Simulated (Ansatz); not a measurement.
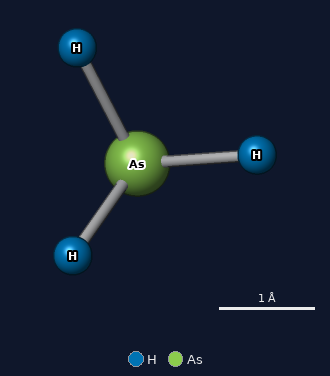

The input geometry (ball-and-stick view, seen on its broad side). Bond lengths as drawn: As–H 1.52 Å.

# AsH3: geometry relaxation

System: AsH3.
Method: RKS PBE0-D4/def2-TZVP (Ansatz 0.2.0).

Figures and captions count atoms from 1; the log counts them from 0 in places.

## Output
```
Functional definition: PBE0
  name "PBE0"
  cite "Adamo & Barone, J. Chem. Phys. 110, 6158 (1999) doi:10.1063/1.478522"
  cite "Perdew, Burke & Ernzerhof, Phys. Rev. Lett. 77, 3865 (1996) doi:10.1103/PhysRevLett.77.3865"
  parent pbe
  parameter a = 0.25
  parameter kappa = 0.804
  parameter beta = 0.06672455060314922
  exchange = (1 - a)*pbe_x(kappa = kappa, mu = beta*pi^2/3) + a*exact_x
  correlation = pbe_c(beta = beta)
555 factors; their error is unknown
mean field evaluation 1: about -60881.9036 eV, gradient 1.1e1 eV
mean field evaluation 2: about -60882.0530 eV, gradient 5.7e0 eV
mean field evaluation 4: about -60882.0904 eV, gradient 3.2e-1 eV
mean field evaluation 8: about -60882.3390 eV, gradient 1.7e-2 eV
mean field -60882.33902868 eV, -2237.3846917724 hartree, gradient 6.1e-6 eV, S^2 0.000000; 0 other end points of the search recorded, 0 dependent functions left out
the calculation of the forces begins
reference -60882.33905013 eV, -2237.3846925607 hartree; 18, 18 occupied and 48, 48 virtual orbitals, 555 factors
relax step   1: F+E_penalty+E_count = -60882.36607902 eV  Δ(F+E_penalty+E_count) = +0.000e0 eV  max|allowed force component| = 2.470e-1 eV/Å  Δτ_max = 0.0000 Å  (22 SCF iters, accepted)
these checks for a lower state are left out or cut short: starts, cluster_reference, orbital_swaps, neighbouring_geometries, increment
555 factors; their error is unknown
mean field evaluation 16: about -60882.0942 eV, gradient 4.8e-3 eV
mean field -60882.34251223 eV, -2237.3848197904 hartree, gradient 7.6e-6 eV, S^2 0.000000; 0 other end points of the search recorded, 0 dependent functions left out
the calculation of the forces begins
reference -60882.34253375 eV, -2237.3848205815 hartree; 18, 18 occupied and 48, 48 virtual orbitals, 555 factors
relax step   2: F+E_penalty+E_count = -60882.36961173 eV  Δ(F+E_penalty+E_count) = -3.533e-3 eV  max|allowed force component| = 7.130e-2 eV/Å  Δτ_max = 0.0320 Å  (26 SCF iters, accepted)
these checks for a lower state are left out or cut short: starts, cluster_reference, orbital_swaps, neighbouring_geometries, increment
555 factors; their error is unknown
mean field -60882.33456581 eV, -2237.3845277648 hartree, gradient 8.3e-6 eV, S^2 0.000000; 0 other end points of the search recorded, 0 dependent functions left out
the calculation of the forces begins
reference -60882.33458749 eV, -2237.3845285618 hartree; 18, 18 occupied and 48, 48 virtual orbitals, 555 factors
relax step   3: F+E_penalty+E_count = -60882.36163874 eV  Δ(F+E_penalty+E_count) = +7.973e-3 eV  max|allowed force component| = 4.187e-1 eV/Å  Δτ_max = 0.0265 Å  (27 SCF iters, rejected (line search))
these checks for a lower state are left out or cut short: starts, cluster_reference, orbital_swaps, neighbouring_geometries, increment
555 factors; their error is unknown
mean field evaluation 32: about -60882.3440 eV, gradient 6.3e-5 eV
mean field -60882.34397145 eV, -2237.3848734158 hartree, gradient 7.8e-6 eV, S^2 0.000000; 0 other end points of the search recorded, 0 dependent functions left out
the calculation of the forces begins
reference -60882.34399298 eV, -2237.3848742069 hartree; 18, 18 occupied and 48, 48 virtual orbitals, 555 factors
relax step   4: F+E_penalty+E_count = -60882.37105290 eV  Δ(F+E_penalty+E_count) = -1.441e-3 eV  max|allowed force component| = 2.433e-3 eV/Å  Δτ_max = 0.0113 Å  (28 SCF iters, accepted)
```

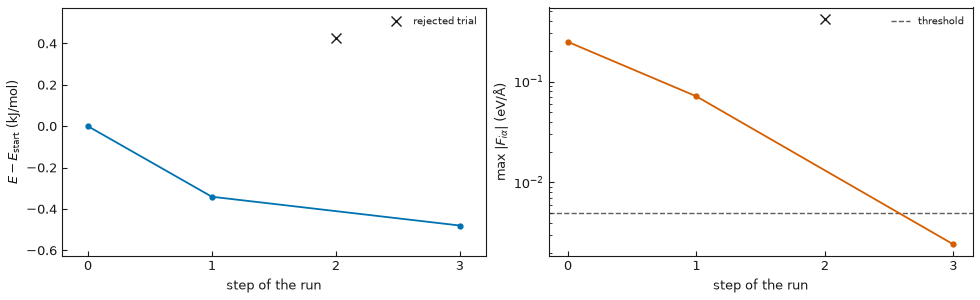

Progress of the relaxation, step by step (the first geometry is step 0 here and step 1 in the log).

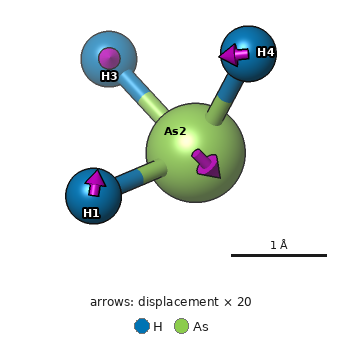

The starting structure with the displacements as pink arrows, magnified 20 times (ball-and-stick view, seen at a tilt). The two geometries are laid on each other by the best rigid fit. The energy falls by 0.48 kJ/mol in 3 geometry steps. The largest force component goes from 0.25 to 0.0024 eV/Å. The line search rejected the trial step at point 2 (counted from 0) and went back. The largest move after the best rigid fit is that of As2, 0.022 Å. By element the largest moves are As 0.022 Å, H 0.017 Å. Among the contacts that change: As2–H3 1.516 → 1.522 Å. (Atoms are counted from 1 in the order of the input.)

```
555 factors; their error is unknown
mean field -60882.34397145 eV, -2237.3848734158 hartree, gradient 7.8e-6 eV, S^2 0.000000; 1 other end points of the search recorded, 0 dependent functions left out
the calculation of the forces begins
reference -60882.34399298 eV, -2237.3848742069 hartree; 18, 18 occupied and 48, 48 virtual orbitals, 555 factors
Total energy: -60882.37107442 eV, -2237.3858694317 hartree
Atom 0 at     0.231862     1.136031     2.626013 Å, force     0.000264     0.000373    -0.000342 eV/Å
Atom 1 at    -0.584789    -0.105397     2.298314 Å, force    -0.000710    -0.000077     0.002433 eV/Å
Atom 2 at     0.579782    -1.024995     2.635296 Å, force     0.000406    -0.000301    -0.000338 eV/Å
Atom 3 at    -1.128281    -0.186797     3.717393 Å, force     0.000040     0.000006    -0.001753 eV/Å
Dipole moment:     0.040220     0.006725     0.058213 e Å
```

## Trajectory as extended XYZ (Å, eV, eV/Å), 4 frames, from step=1 to step=4
```
4
Properties=species:S:1:pos:R:3:forces:R:3 step=1 energy=-60882.36608
H     0.2318    1.1465    2.6157    0.0723   0.0301   0.0965
As   -0.5718   -0.1032    2.3159   -0.2308  -0.0379  -0.2470
H     0.5830   -1.0350    2.6251    0.0787  -0.0056   0.0965
H    -1.1444   -0.1895    3.7204    0.0798   0.0134   0.0540
4
Properties=species:S:1:pos:R:3:forces:R:3 step=2 energy=-60882.36961
H     0.2305    1.1271    2.6319    0.0050   0.0510  -0.0384
As   -0.5901   -0.1063    2.2898    0.0352   0.0063   0.0713
H     0.5757   -1.0169    2.6411    0.0207  -0.0472  -0.0376
H    -1.1176   -0.1850    3.7142   -0.0610  -0.0100   0.0047
4
Properties=species:S:1:pos:R:3:forces:R:3 step=3 energy=-60882.36164 accepted=F
H     0.2375    1.1509    2.6236   -0.1697  -0.2722  -0.0584
As   -0.5892   -0.1061    2.2919    0.2869   0.0480   0.4187
H     0.5898   -1.0373    2.6330   -0.2465   0.2047  -0.0604
H    -1.1395   -0.1885    3.7286    0.1294   0.0195  -0.2999
4
Properties=species:S:1:pos:R:3:forces:R:3 step=4 energy=-60882.37105
H     0.2319    1.1360    2.6260    0.0003   0.0004  -0.0003
As   -0.5848   -0.1054    2.2983   -0.0007  -0.0001   0.0024
H     0.5798   -1.0250    2.6353    0.0004  -0.0003  -0.0003
H    -1.1283   -0.1868    3.7174    0.0000   0.0000  -0.0018
```

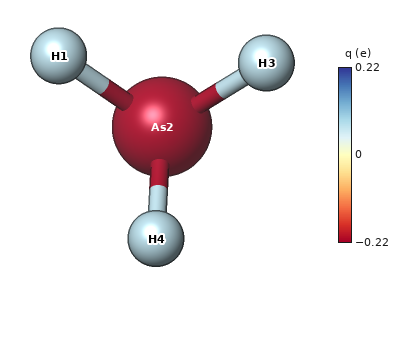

Mulliken charges, as the colour of each atom (ball-and-stick view, seen on its broad side; atoms are numbered from 1 in the order of the input). By element: H +0.07 and As −0.21 e.

The run was set up as follows.

## The input
```yaml
crystal:
  periodic: [false, false, false]
  atoms:
    - {symbol: H, position_ang: [0.231837, 1.146538, 2.615671]}
    - {symbol: As, position_ang: [-0.571822, -0.103215, 2.315863]}
    - {symbol: H, position_ang: [0.582985, -1.035030, 2.625115]}
    - {symbol: H, position_ang: [-1.144427, -0.189452, 3.720367]}
basis:
  gaussian: {orbitals: def2-TZVP}
hamiltonian: {xc: pbe0, dispersion: d4}
relax: {f_tol: 0.005, max_steps: 200}
```

Run as:
```bash
ansatz run in.yaml --threads 8 --pin off --events-out ev --progress --plain --max-ram 19148MiB
```

## Summary

```tsv
quantity	value
outcome	converged
total energy	−60882.3711 eV
mean-field energy	−60882.3440 eV
dispersion energy	−0.0271 eV
SCF solution under orbital rotations	stable
largest force (length of the vector) at the end	0.003 eV/Å
dipole moment	0.34 D
hardware	8 threads of Arm Neoverse V2, 23 GiB of memory available, shared host
wall time	1 s (CPU time 5.3 s)
peak memory	0.6 GiB
```
